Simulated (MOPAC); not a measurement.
**Geometry relaxation, with input and output: Si2H5ClO2 (part 2 of 3)**

Continued. System: Si2H5ClO2, SMILES O[SiH2]O[SiH2]Cl. Method: MNDO, closed shell (MOPAC 23.2.5). The atoms were displaced at random from an optimised geometry.

Geometry of the input (Å):
```
O  1.1581  1.6982  0.3210
Si 1.4118  0.0656  0.3008
O  0.1865  -0.7402  -0.4267
Si -1.4447  -0.7321  -0.6258
Cl -2.2986  0.5104  0.7644
H  0.4345  2.0318  0.8486
H  2.6179  -0.1428  -0.4644
H  1.5044  -0.4535  1.6776
H  -1.9624  -2.0872  -0.4173
H  -1.7792  -0.1831  -1.9572
```

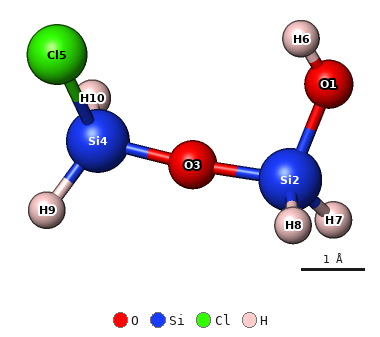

The geometry at step 23 of the log (ball-and-stick view, seen at a tilt; atoms are numbered from 1 in the order of the input).

### Trajectory as extended XYZ, continued
```
10
Properties=species:S:1:pos:R:3:forces:R:3 step=2 energy=-10.12657
O     1.1445    1.6689    0.3046   -2.0483   1.2877   1.4041
Si    1.4515    0.0558    0.3194   -0.3219  -0.7749  -0.5426
O     0.1413   -0.6810   -0.3959    0.3005   0.5498   0.2515
Si   -1.4263   -0.7971   -0.7094   -0.1089   0.6596   1.0113
Cl   -2.3093    0.5407    0.8081    0.2254  -0.5147  -0.5066
H     0.4307    2.0597    0.8462    1.7985  -0.7923  -1.3782
H     2.5952   -0.1372   -0.4267    0.0314  -0.1496  -0.0247
H     1.5033   -0.4270    1.6023    0.1448  -0.0911   0.2819
H    -1.9499   -2.0292   -0.4266    0.0377  -0.1387  -0.1144
H    -1.7735   -0.2047   -1.8806   -0.0592  -0.0358  -0.3825
10
Properties=species:S:1:pos:R:3:forces:R:3 step=3 energy=-10.21460
O     1.1342    1.6652    0.3318   -0.2113   0.1379  -0.0540
Si    1.4469    0.0444    0.2887    0.2409  -0.0150   0.9067
O     0.1425   -0.6607   -0.3885   -0.0571   0.0759  -0.0595
Si   -1.4243   -0.7798   -0.6593   -0.5617   0.3566  -0.8933
Cl   -2.3029    0.5260    0.7758   -0.1677   0.0390   0.1799
H     0.4407    2.0556    0.8181    0.1228   0.0470  -0.0648
H     2.5942   -0.1420   -0.4246    0.2252  -0.1718  -0.2589
H     1.5061   -0.4297    1.6087    0.1318  -0.0002  -0.2645
H    -1.9484   -2.0274   -0.4370    0.0993  -0.0934   0.0113
H    -1.7744   -0.2045   -1.9001    0.1778  -0.3761   0.4970
10
Properties=species:S:1:pos:R:3:forces:R:3 step=5 energy=-10.24093
O     1.1282    1.6642    0.3110   -0.0495   0.0315   0.0010
Si    1.4562    0.0432    0.3078    0.0800  -0.0880   0.4963
O     0.1432   -0.6523   -0.3740   -0.5892   0.0196  -0.2466
Si   -1.4335   -0.7731   -0.6928    0.3670  -0.0071   0.7610
Cl   -2.3036    0.5221    0.7919   -0.0821  -0.1312  -0.0926
H     0.4470    2.0622    0.8060    0.0632   0.0656  -0.0263
H     2.5971   -0.1551   -0.4420    0.0051  -0.1141  -0.0128
H     1.5131   -0.4361    1.6272    0.1678   0.0806  -0.3078
H    -1.9431   -2.0299   -0.4390    0.1174   0.0590  -0.0939
H    -1.7714   -0.2244   -1.8808   -0.0797   0.0841  -0.4784
10
Properties=species:S:1:pos:R:3:forces:R:3 step=7 energy=-10.25856
O     1.1287    1.6610    0.3073   -0.0756   0.0703   0.0794
Si    1.4562    0.0382    0.3135    0.1789   0.2066  -0.0637
O     0.1397   -0.6393   -0.3741   -0.3872  -0.0691  -0.1453
Si   -1.4305   -0.7682   -0.6789    0.0092   0.1379  -0.1979
Cl   -2.3064    0.5158    0.7883   -0.1715  -0.0046   0.0607
H     0.4490    2.0682    0.7997    0.1350   0.0009  -0.0750
H     2.5960   -0.1638   -0.4435   -0.0362  -0.1041   0.0255
H     1.5206   -0.4359    1.6041    0.1720  -0.0974   0.2004
H    -1.9377   -2.0272   -0.4488    0.1052   0.0016  -0.0238
H    -1.7723   -0.2262   -1.9078    0.0701  -0.1419   0.1398
10
Properties=species:S:1:pos:R:3:forces:R:3 step=8 energy=-10.26482
O     1.1285    1.6591    0.3047    0.1108   0.0446  -0.0477
Si    1.4585    0.0407    0.3163    0.0270  -0.0852  -0.0474
O     0.1369   -0.6386   -0.3756   -0.1095   0.0608  -0.0105
Si   -1.4314   -0.7625   -0.6812   -0.0117  -0.1220  -0.0273
Cl   -2.3081    0.5127    0.7902   -0.1842   0.0260   0.0753
H     0.4527    2.0702    0.7906   -0.0557   0.1174   0.0642
H     2.5961   -0.1721   -0.4428   -0.0492  -0.0763   0.0442
H     1.5262   -0.4393    1.6138    0.1463  -0.0213   0.0330
H    -1.9342   -2.0286   -0.4513    0.1167   0.0826  -0.0321
H    -1.7708   -0.2348   -1.9038    0.0096  -0.0266  -0.0517
10
Properties=species:S:1:pos:R:3:forces:R:3 step=10 energy=-10.27557
O     1.1359    1.6582    0.2955    0.0770   0.1110   0.0423
Si    1.4638    0.0391    0.3207   -0.1271  -0.1160   0.0469
O     0.1295   -0.6210   -0.3694    0.0638   0.0491   0.0445
Si   -1.4317   -0.7585   -0.6886   -0.0592   0.0308   0.0641
Cl   -2.3219    0.5060    0.8008   -0.1232  -0.0653  -0.0825
H     0.4624    2.0880    0.7736    0.0655  -0.0099  -0.0136
H     2.5945   -0.2042   -0.4341   -0.0049  -0.0314  -0.0072
H     1.5515   -0.4461    1.6218    0.0787   0.0493  -0.0866
H    -1.9166   -2.0242   -0.4671    0.0340  -0.0632   0.0204
H    -1.7663   -0.2578   -1.9229   -0.0045   0.0457  -0.0283
10
Properties=species:S:1:pos:R:3:forces:R:3 step=11 energy=-10.28009
O     1.1468    1.6606    0.2916    0.0876   0.0356   0.0649
Si    1.4650    0.0357    0.3215   -0.0073   0.0652   0.0441
O     0.1244   -0.6067   -0.3621    0.0750   0.0102   0.0246
Si   -1.4321   -0.7500   -0.6872   -0.1519  -0.1619  -0.0554
Cl   -2.3347    0.4959    0.8018   -0.1562  -0.0086  -0.0508
H     0.4719    2.1005    0.7602    0.1129  -0.0706  -0.0365
H     2.5932   -0.2308   -0.4301   -0.0191   0.0089  -0.0338
H     1.5741   -0.4491    1.6173    0.0267   0.0401  -0.0173
H    -1.9021   -2.0265   -0.4729    0.0328  -0.0011   0.0298
H    -1.7632   -0.2718   -1.9339   -0.0005   0.0822   0.0304
10
Properties=species:S:1:pos:R:3:forces:R:3 step=13 energy=-10.29103
O     1.1835    1.6667    0.3019    0.1036   0.0710  -0.0037
Si    1.4701    0.0384    0.3171    0.1705  -0.0400  -0.0354
O     0.1171   -0.5855   -0.3529   -0.1411  -0.0209  -0.0083
Si   -1.4396   -0.7546   -0.6848    0.1033   0.0284  -0.0473
Cl   -2.3661    0.4846    0.7965   -0.1414  -0.0253  -0.0720
H     0.4941    2.1103    0.7428    0.0625  -0.0315  -0.0016
H     2.5880   -0.2672   -0.4419   -0.0736   0.0837  -0.0376
H     1.6118   -0.4465    1.6041   -0.0314  -0.0047   0.0936
H    -1.8786   -2.0349   -0.4639   -0.0326  -0.0880   0.0205
H    -1.7595   -0.2716   -1.9363   -0.0197   0.0273   0.0919
10
Properties=species:S:1:pos:R:3:forces:R:3 step=15 energy=-10.31076
O     1.2733    1.6818    0.3264   -0.0455  -0.0385  -0.0263
Si    1.4925    0.0393    0.3008    0.0848  -0.0033   0.0052
O     0.0965   -0.5417   -0.3247    0.0474   0.0129   0.0772
Si   -1.4492   -0.7639   -0.6716    0.1399   0.0572   0.0877
Cl   -2.4475    0.4589    0.7723   -0.1307  -0.0276  -0.0131
H     0.5467    2.1171    0.7170    0.1415  -0.0235  -0.0464
H     2.5682   -0.3102   -0.5004   -0.0840   0.1108  -0.0378
H     1.6779   -0.4375    1.5879   -0.0733  -0.0607   0.0297
H    -1.8383   -2.0652   -0.4400   -0.0186   0.0425  -0.0591
H    -1.7590   -0.2517   -1.9103   -0.0614  -0.0697  -0.0173
10
Properties=species:S:1:pos:R:3:forces:R:3 step=16 energy=-10.31876
O     1.3210    1.6854    0.3331   -0.0639  -0.0765  -0.0434
Si    1.5084    0.0382    0.2937    0.0100   0.0080   0.0154
O     0.0858   -0.5134   -0.3008    0.1477   0.0051   0.0942
Si   -1.4509   -0.7632   -0.6628    0.0969   0.0397   0.1182
Cl   -2.4983    0.4419    0.7602   -0.1119  -0.0395   0.0010
H     0.5812    2.1217    0.6964    0.1410   0.0058  -0.0396
H     2.5541   -0.3298   -0.5396   -0.0879   0.1121  -0.0091
H     1.7144   -0.4382    1.5802   -0.0732  -0.0720  -0.0229
H    -1.8148   -2.0767   -0.4421   -0.0079   0.0974  -0.0609
H    -1.7603   -0.2485   -1.8995   -0.0509  -0.0802  -0.0529
10
Properties=species:S:1:pos:R:3:forces:R:3 step=18 energy=-10.33484
O     1.4038    1.6828    0.3296    0.0042  -0.0240  -0.0411
Si    1.5405    0.0334    0.2846   -0.0815   0.0060   0.0113
O     0.0732   -0.4618   -0.2421    0.0946  -0.0369   0.0205
Si   -1.4462   -0.7474   -0.6417   -0.0482  -0.0318   0.0283
Cl   -2.6022    0.4043    0.7395   -0.0314  -0.0563   0.0029
H     0.6565    2.1361    0.6493    0.0578   0.0854   0.0112
H     2.5205   -0.3468   -0.6174   -0.0233   0.0474   0.0291
H     1.7760   -0.4566    1.5617   -0.0203  -0.0614  -0.0578
H    -1.7718   -2.0782   -0.4718    0.0041   0.0842   0.0259
H    -1.7644   -0.2566   -1.8873    0.0440  -0.0127  -0.0302
10
Properties=species:S:1:pos:R:3:forces:R:3 step=20 energy=-10.33911
O     1.4356    1.6828    0.3242   -0.0476   0.0159   0.0178
Si    1.5487    0.0318    0.2836   -0.0047   0.0297  -0.0338
O     0.0716   -0.4472   -0.2205   -0.0733  -0.0059  -0.0346
Si   -1.4443   -0.7368   -0.6344   -0.0349  -0.0231  -0.0217
Cl   -2.6431    0.3863    0.7330    0.0140  -0.0406  -0.0113
H     0.6939    2.1555    0.6305    0.0992   0.0327  -0.0029
H     2.5073   -0.3485   -0.6402    0.0035   0.0180   0.0251
H     1.7996   -0.4779    1.5479   -0.0106  -0.0248  -0.0141
H    -1.7548   -2.0671   -0.4728   -0.0266  -0.0226   0.0478
H    -1.7606   -0.2628   -1.8897    0.0810   0.0208   0.0276
10
Properties=species:S:1:pos:R:3:forces:R:3 step=21 energy=-10.34116
O     1.4496    1.6835    0.3245   -0.0168   0.0008   0.0155
Si    1.5505    0.0322    0.2816    0.0029   0.0330  -0.0253
O     0.0705   -0.4426   -0.2148   -0.1081   0.0255  -0.0408
Si   -1.4445   -0.7345   -0.6307   -0.0071  -0.0019  -0.0263
Cl   -2.6591    0.3787    0.7283    0.0140  -0.0137   0.0050
H     0.7150    2.1681    0.6266    0.0555   0.0351   0.0148
H     2.5024   -0.3454   -0.6464    0.0390  -0.0053  -0.0174
H     1.8080   -0.4910    1.5379   -0.0099  -0.0058   0.0185
H    -1.7497   -2.0621   -0.4597   -0.0439  -0.0803   0.0300
H    -1.7551   -0.2612   -1.8877    0.0743   0.0126   0.0261
10
Properties=species:S:1:pos:R:3:forces:R:3 step=23 energy=-10.34389
O     1.4769    1.6849    0.3313    0.0431  -0.0308  -0.0094
Si    1.5536    0.0335    0.2753    0.0186   0.0141  -0.0214
O     0.0641   -0.4267   -0.2081   -0.0298   0.0318   0.0017
Si   -1.4466   -0.7369   -0.6236   -0.0042   0.0054   0.0080
Cl   -2.6863    0.3673    0.7182    0.0105   0.0043   0.0232
H     0.7550    2.1908    0.6247   -0.0089   0.0276   0.0360
H     2.4967   -0.3466   -0.6637    0.0010  -0.0001  -0.0076
H     1.8247   -0.5083    1.5225   -0.0298   0.0203   0.0001
H    -1.7417   -2.0662   -0.4305   -0.0303  -0.0376  -0.0234
H    -1.7414   -0.2567   -1.8806    0.0299  -0.0351  -0.0074
10
Properties=species:S:1:pos:R:3:forces:R:3 step=24 energy=-10.34442
O     1.4834    1.6846    0.3335    0.0297   0.0044  -0.0083
Si    1.5552    0.0338    0.2729   -0.0209   0.0107  -0.0076
O     0.0613   -0.4207   -0.2054    0.0105   0.0150   0.0103
Si   -1.4474   -0.7384   -0.6217   -0.0030   0.0012   0.0145
Cl   -2.6923    0.3652    0.7160    0.0093  -0.0012   0.0213
H     0.7641    2.1959    0.6258    0.0137  -0.0043   0.0249
H     2.4954   -0.3486   -0.6682   -0.0078   0.0023  -0.0091
H     1.8282   -0.5096    1.5193   -0.0293   0.0155  -0.0048
H    -1.7403   -2.0698   -0.4285   -0.0183  -0.0042  -0.0250
H    -1.7375   -0.2588   -1.8797    0.0161  -0.0394  -0.0162
10
Properties=species:S:1:pos:R:3:forces:R:3 step=26 energy=-10.34565
O     1.4902    1.6854    0.3352    0.0483   0.0127  -0.0253
Si    1.5546    0.0350    0.2690   -0.0170   0.0231   0.0191
O     0.0570   -0.4143   -0.2006    0.0157  -0.0254  -0.0057
Si   -1.4486   -0.7422   -0.6196   -0.0083  -0.0016  -0.0146
Cl   -2.6951    0.3648    0.7145    0.0062  -0.0150   0.0047
H     0.7801    2.2021    0.6393   -0.0027  -0.0092   0.0286
H     2.4937   -0.3469   -0.6748   -0.0309   0.0009   0.0015
H     1.8243   -0.5100    1.5152   -0.0093   0.0046  -0.0014
H    -1.7444   -2.0759   -0.4347    0.0058   0.0320   0.0020
H    -1.7275   -0.2726   -1.8839   -0.0079  -0.0222  -0.0089
10
Properties=species:S:1:pos:R:3:forces:R:3 step=28 energy=-10.34650
O     1.4942    1.6887    0.3330    0.0048  -0.0051  -0.0132
Si    1.5514    0.0373    0.2687    0.0075   0.0110   0.0066
O     0.0551   -0.4164   -0.2001   -0.0025  -0.0039  -0.0151
Si   -1.4502   -0.7444   -0.6211    0.0169   0.0010  -0.0189
Cl   -2.6923    0.3652    0.7157    0.0052  -0.0139  -0.0171
H     0.7927    2.2038    0.6597    0.0069  -0.0024   0.0231
H     2.4902   -0.3422   -0.6761   -0.0256  -0.0098   0.0040
H     1.8153   -0.5098    1.5147    0.0062   0.0097   0.0105
H    -1.7511   -2.0757   -0.4364    0.0068   0.0091   0.0175
H    -1.7201   -0.2873   -1.8919   -0.0262   0.0044   0.0027
10
Properties=species:S:1:pos:R:3:forces:R:3 step=29 energy=-10.34679
O     1.4954    1.6900    0.3317   -0.0172  -0.0160  -0.0046
Si    1.5502    0.0381    0.2693    0.0074   0.0028  -0.0038
O     0.0548   -0.4174   -0.2014    0.0025   0.0121  -0.0080
Si   -1.4507   -0.7448   -0.6222    0.0233   0.0016  -0.0073
Cl   -2.6912    0.3649    0.7161    0.0043  -0.0088  -0.0222
H     0.7972    2.2030    0.6690    0.0140   0.0036   0.0190
H     2.4878   -0.3416   -0.6760   -0.0149  -0.0138   0.0030
H     1.8126   -0.5085    1.5158    0.0058   0.0130   0.0085
H    -1.7530   -2.0747   -0.4329    0.0053  -0.0033   0.0127
H    -1.7192   -0.2911   -1.8943   -0.0305   0.0088   0.0028
10
Properties=species:S:1:pos:R:3:forces:R:3 step=31 energy=-10.34749
O     1.5016    1.6918    0.3291   -0.0488  -0.0150   0.0088
Si    1.5495    0.0392    0.2689   -0.0082  -0.0062  -0.0129
O     0.0533   -0.4134   -0.2030    0.0213   0.0218   0.0136
Si   -1.4511   -0.7453   -0.6231    0.0117  -0.0018   0.0185
Cl   -2.6947    0.3617    0.7139   -0.0023   0.0098  -0.0187
H     0.8151    2.2020    0.6947    0.0329   0.0056   0.0047
H     2.4792   -0.3474   -0.6800    0.0144  -0.0128   0.0014
H     1.8127   -0.5030    1.5179   -0.0019   0.0091  -0.0057
H    -1.7530   -2.0728   -0.4189    0.0111  -0.0166  -0.0086
H    -1.7211   -0.2984   -1.8969   -0.0302   0.0060  -0.0011
10
Properties=species:S:1:pos:R:3:forces:R:3 step=33 energy=-10.34814
O     1.5111    1.6917    0.3279   -0.0093  -0.0058  -0.0129
Si    1.5521    0.0395    0.2654   -0.0188   0.0021   0.0029
O     0.0509   -0.4025   -0.1987    0.0073  -0.0084   0.0109
Si   -1.4504   -0.7454   -0.6198   -0.0185  -0.0059   0.0137
Cl   -2.7070    0.3563    0.7080   -0.0062   0.0198  -0.0039
H     0.8422    2.2049    0.7200    0.0135   0.0090   0.0085
H     2.4701   -0.3590   -0.6896    0.0264   0.0043   0.0029
H     1.8201   -0.4989    1.5148   -0.0034  -0.0070  -0.0074
H    -1.7464   -2.0739   -0.4091    0.0243  -0.0079  -0.0147
H    -1.7256   -0.3049   -1.8950   -0.0153  -0.0001   0.0001
10
Properties=species:S:1:pos:R:3:forces:R:3 step=34 energy=-10.34845
O     1.5123    1.6916    0.3266   -0.0069   0.0311  -0.0107
Si    1.5523    0.0402    0.2632    0.0002  -0.0017   0.0177
O     0.0501   -0.3998   -0.1958   -0.0279  -0.0280  -0.0085
Si   -1.4501   -0.7463   -0.6175   -0.0216  -0.0085  -0.0129
Cl   -2.7102    0.3559    0.7053   -0.0109   0.0184   0.0052
H     0.8562    2.2083    0.7362    0.0233  -0.0157  -0.0021
H     2.4687   -0.3618   -0.6922    0.0215   0.0132   0.0012
H     1.8209   -0.4990    1.5115    0.0047  -0.0110   0.0070
H    -1.7434   -2.0764   -0.4112    0.0263  -0.0023  -0.0004
H    -1.7269   -0.3095   -1.8939   -0.0087   0.0045   0.0035
10
Properties=species:S:1:pos:R:3:forces:R:3 step=36 energy=-10.34901
O     1.5077    1.6939    0.3205   -0.0281   0.0291   0.0188
Si    1.5509    0.0418    0.2624    0.0057  -0.0083   0.0067
O     0.0502   -0.4038   -0.1957   -0.0376  -0.0149  -0.0199
Si   -1.4505   -0.7493   -0.6170   -0.0169   0.0012  -0.0158
Cl   -2.7089    0.3592    0.7035   -0.0037  -0.0012   0.0037
H     0.8782    2.2090    0.7729    0.0417  -0.0372  -0.0249
H     2.4705   -0.3598   -0.6904    0.0146   0.0176   0.0011
H     1.8176   -0.4992    1.5103    0.0098   0.0049   0.0155
H    -1.7382   -2.0813   -0.4138    0.0114   0.0058   0.0103
H    -1.7332   -0.3127   -1.8924    0.0031   0.0029   0.0045
10
Properties=species:S:1:pos:R:3:forces:R:3 step=38 energy=-10.34923
O     1.5020    1.6945    0.3177   -0.0154  -0.0059   0.0169
Si    1.5493    0.0420    0.2639   -0.0068  -0.0096  -0.0066
O     0.0510   -0.4088   -0.2000    0.0011   0.0047  -0.0023
Si   -1.4512   -0.7506   -0.6187   -0.0069   0.0061   0.0013
Cl   -2.7038    0.3621    0.7047   -0.0032  -0.0063   0.0024
H     0.8813    2.2066    0.7844    0.0187  -0.0117  -0.0113
H     2.4744   -0.3545   -0.6853    0.0131   0.0067   0.0004
H     1.8144   -0.4977    1.5136    0.0006   0.0151   0.0005
H    -1.7370   -2.0822   -0.4115   -0.0019   0.0057   0.0011
H    -1.7363   -0.3106   -1.8921    0.0008  -0.0048  -0.0025
10
Properties=species:S:1:pos:R:3:forces:R:3 step=39 energy=-10.34929
O     1.5019    1.6941    0.3177   -0.0131   0.0022   0.0135
Si    1.5490    0.0417    0.2640   -0.0076  -0.0036  -0.0037
O     0.0507   -0.4083   -0.2011    0.0112   0.0012   0.0028
Si   -1.4515   -0.7505   -0.6191   -0.0066   0.0033   0.0045
Cl   -2.7034    0.3619    0.7049   -0.0055  -0.0030   0.0020
H     0.8829    2.2064    0.7861    0.0153  -0.0096  -0.0093
H     2.4749   -0.3535   -0.6848    0.0131   0.0011  -0.0003
H     1.8141   -0.4956    1.5148   -0.0026   0.0085  -0.0038
H    -1.7372   -2.0818   -0.4091   -0.0017   0.0050  -0.0030
H    -1.7360   -0.3118   -1.8930   -0.0025  -0.0050  -0.0026
10
Properties=species:S:1:pos:R:3:forces:R:3 step=41 energy=-10.34934
O     1.5020    1.6936    0.3172   -0.0016   0.0071  -0.0003
Si    1.5489    0.0416    0.2633    0.0048   0.0054   0.0004
O     0.0507   -0.4083   -0.2016    0.0031  -0.0005  -0.0015
Si   -1.4519   -0.7503   -0.6188    0.0027  -0.0010   0.0001
Cl   -2.7044    0.3618    0.7047   -0.0035  -0.0027   0.0002
H     0.8892    2.2066    0.7923    0.0013  -0.0014  -0.0002
H     2.4772   -0.3518   -0.6842    0.0043  -0.0043   0.0003
H     1.8138   -0.4924    1.5153   -0.0029  -0.0034  -0.0004
H    -1.7361   -2.0817   -0.4083   -0.0057   0.0008   0.0002
H    -1.7366   -0.3148   -1.8938   -0.0025   0.0001   0.0012
10
Properties=species:S:1:pos:R:3:forces:R:3 step=42 energy=-10.34935
O     1.5018    1.6937    0.3171   -0.0021   0.0063   0.0002
Si    1.5489    0.0417    0.2633    0.0053   0.0035   0.0000
O     0.0509   -0.4085   -0.2017    0.0008   0.0004  -0.0019
Si   -1.4519   -0.7503   -0.6187    0.0031  -0.0006  -0.0005
Cl   -2.7045    0.3619    0.7046   -0.0029  -0.0028   0.0006
H     0.8898    2.2065    0.7934    0.0017  -0.0016  -0.0008
H     2.4774   -0.3520   -0.6840    0.0039  -0.0031   0.0005
H     1.8136   -0.4925    1.5151   -0.0024  -0.0025   0.0003
H    -1.7362   -2.0817   -0.4083   -0.0057   0.0001   0.0007
H    -1.7369   -0.3149   -1.8937   -0.0018   0.0002   0.0008
```
